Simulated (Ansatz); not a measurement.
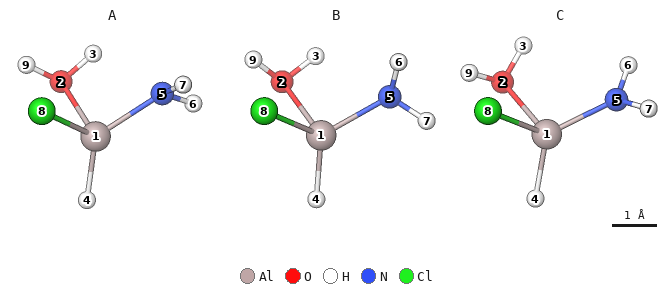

3 geometries from a converged minimum-energy path of AlNH₅OCl, shuffled. Style: ball-and-stick. Shown at a tilt.

Theory: RKS PBE-D4/6-31G* in Ansatz. Set-up: 5 movable images; climbing image; force threshold 0.05 eV/Å; iteration limit 60; starting path through a guess of the saddle point.

### Which of them lies highest in energy?

C. In order along the path, whose images run from 0 to 6: B (image 1, +8.1 kJ/mol), C (image 3, +35.4 kJ/mol), A (image 5, +6.6 kJ/mol). No bond forms or breaks between the ends. Among the angles between lasting bonds that change up to the highest image: Al1–O2–H3 81.4° → 109.5°, O2–Al1–N5 82.5° → 99.2°.

The run took 2.6 min on 1 thread of Arm Neoverse V2, with other jobs on the host, peak memory 0.12 GiB.
